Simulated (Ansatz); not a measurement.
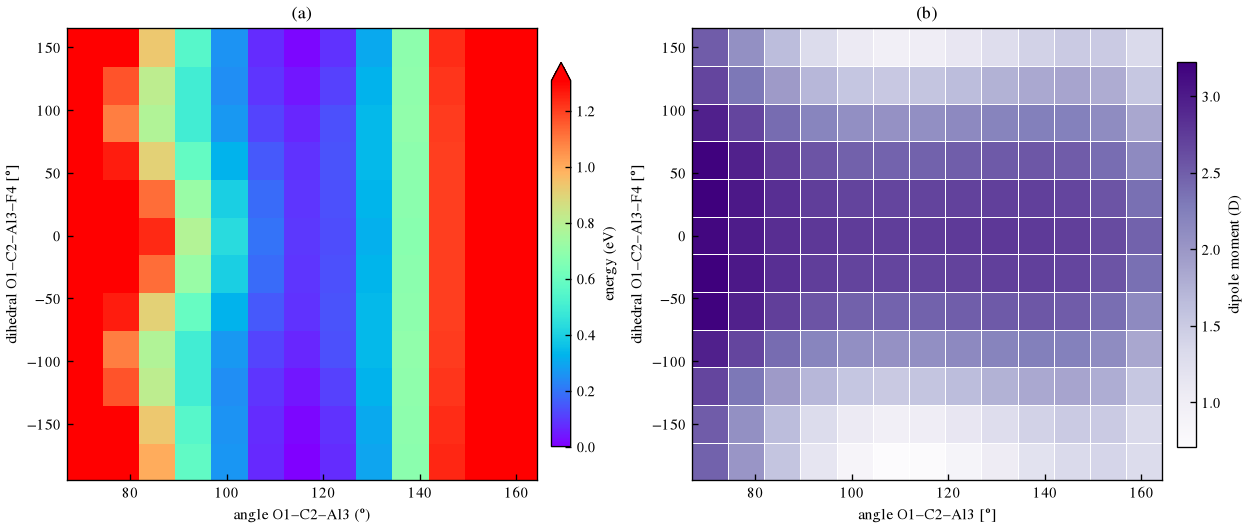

CH2AlFO, SMILES O=[CH][AlH][F]. First axis: angle O1–C2–Al3. Second axis: dihedral O1–C2–Al3–F4. Nothing is relaxed (all other coordinates rigid). Grid: 13 × 12 points; 137 points were computed and 19 follow by symmetry. Energies: eV, counted from the lowest grid point. These are results of Ansatz 0.2.0, RKS PBE0-D4/def2-TZVP, not measurements.

Panel (a) is the energy and panel (b) the computed dipole moment on the same grid.

In the figure: one coloured cell a grid point, one colour for all values above the top of the scale.

Question: How does the dipole moment vary over the map, and what is it at the lowest grid point?

Answer: Leaving out the highest fifth of the energies, it runs from 0.71 D at angle O1–C2–Al3 = 108.1°, dihedral O1–C2–Al3–F4 = −180° to 3.20 D at angle O1–C2–Al3 = 70.6°, dihedral O1–C2–Al3–F4 = 60°. At the lowest grid point, angle O1–C2–Al3 = 115.6°, dihedral O1–C2–Al3–F4 = −180°, it is 0.73 D.
